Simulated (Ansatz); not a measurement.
# PBE0/def2-TZVPPD run of HBS (hydrogen boron sulfide)

What is the electronic atomisation energy of HBS (hydrogen boron sulfide) at PBE0/def2-TZVPPD? 

The results are computed with Ansatz 0.2.0.

56 further runs of the same task are left out: 3 that didn't finish, 53 set aside as unsound or not needed.

### 1 Starting point

The species is HBS (3 atoms), meant as a singlet with charge 0. As SMILES, `B=S`. The coordinates come from a PBE0-D4/def2-TZVP relaxation.

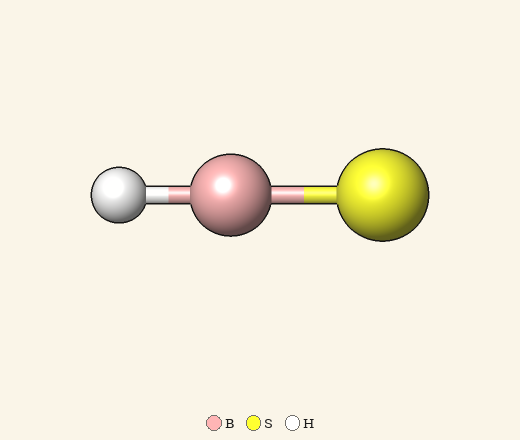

The structure, seen from a chosen angle (boron pink, sulfur yellow, hydrogen white).

### 2 A single-point energy at PBE0/def2-TZVPPD

in.yaml reads:

```yaml
crystal:
  periodic: [false, false, false]
  atoms:
    - symbol: B
      position_ang: [-0.038660, -0.014560, 0.134750]
    - symbol: S
      position_ang: [0.399170, 0.147640, -1.393290]
    - symbol: H
      position_ang: [-0.360510, -0.133080, 1.258530]
basis:
  gaussian: {orbitals: def2-TZVPPD.json}
hamiltonian: {xc: pbe0}
accuracy: high
output: {orbitals: {seedname: orbitals}}
```

The basis set def2-TZVPPD is read from a file made from the Basis Set Exchange's data (not shown).

Run with:

```console
$ ansatz run in.yaml --threads 1 --pin off --max-ram 3480MiB --events-out events.jsonl --progress --plain --runs-dir runs
```

What it wrote:

```text
Warning: RAYON_NUM_THREADS=1 ignored (pool sized by the plan → 1); use --threads N
Functional definition: PBE0
  name "PBE0"
  parameter a = 0.25
  parameter kappa = 0.804
  parameter beta = 0.06672455060314922
  exchange = (1 - a)*pbe_x(kappa = kappa, mu = beta*pi^2/3) + a*exact_x
  correlation = pbe_c(beta = beta)
1398 factors; integrals over basis functions are off by at most 4.0e-9 eV
mean field evaluation 1: about -11522.7125 eV, gradient 2.0e1 eV
mean field evaluation 2: about -11522.6469 eV, gradient 2.1e1 eV
mean field evaluation 4: about -11523.7872 eV, gradient 8.8e-1 eV
mean field evaluation 8: about -11523.7875 eV, gradient 4.7e-3 eV
mean field evaluation 16: about -11523.7875 eV, gradient 1.7e-8 eV
mean field -11523.78754362 eV, -423.4913811243 hartree, gradient 1.9e-8 eV, S^2 0.000000; 0 other end points of the search recorded, 0 dependent functions left out
reference -11523.78754688 eV, -423.4913812440 hartree; 11, 11 occupied and 94, 94 virtual orbitals, 1398 factors
Total energy: -11523.78754688 eV, -423.4913812440 hartree
```

Run time: 3.6 s. Hardware: 1 thread of Arm Neoverse V1, shared host; peak memory 0.21 GiB.

### 3 The B atom at the same level

run.yaml reads:

```yaml
basis:
  gaussian:
    orbitals: def2-TZVPPD.json
crystal:
  periodic: [false, false, false]
  atoms:
    - {symbol: B, position_ang: [0.000000, 0.000000, 0.000000]}
magnetization:
  spin_polarized: true
  initial_magnetization: 1
hamiltonian:
  xc: {name: PBE0}
accuracy: high
```

The basis set def2-TZVPPD is read from a file made from the Basis Set Exchange's data (not shown).

Run the same way, it converges to -24.61833 Eh (log not shown).

### 4 The H atom, same level

molecule.yaml reads:

```yaml
crystal:
  periodic: [false, false, false]
  atoms:
    - {symbol: H, position_ang: [0.000000, 0.000000, 0.000000]}
basis:
  gaussian:
    orbitals: def2-TZVPPD.json
accuracy: high
magnetization:
  spin_polarized: true
  initial_magnetization: 1
hamiltonian:
  xc: pbe0
```

The basis set def2-TZVPPD is read from a file made from the Basis Set Exchange's data (not shown).

Run the same way, it converges to -0.50104 Eh (log not shown).

### 5 The S atom

input.yaml reads:

```yaml
crystal:
  periodic: [false, false, false]
  atoms:
    - symbol: S
      position_ang: [0.000000, 0.000000, 0.000000]
basis:
  gaussian: {orbitals: def2-TZVPPD.json}
hamiltonian: {xc: pbe0}
magnetization: {spin_polarized: true, initial_magnetization: 2}
accuracy: high
```

The basis set def2-TZVPPD is read from a file made from the Basis Set Exchange's data (not shown).

Run the same way, it converges to -397.97424 Eh (log not shown).

### 6 Outcome

Level: PBE0/def2-TZVPPD.

```
                     quantity          value
       molecule: total energy  -423.49138 Eh
        molecule: HOMO energy       -8.54 eV
        molecule: LUMO energy       -1.25 eV
      molecule: HOMO–LUMO gap        7.29 eV
         B atom: total energy   -24.61833 Eh
                 B atom: ⟨S²⟩          0.754
         H atom: total energy    -0.50104 Eh
                 H atom: ⟨S²⟩          0.750
         S atom: total energy  -397.97424 Eh
                 S atom: ⟨S²⟩          2.005
electronic atomisation energy      10.824 eV
```

Taking the molecule apart into free atoms costs 10.82 eV (1044 kJ/mol), before zero-point energy and without spin-orbit coupling.
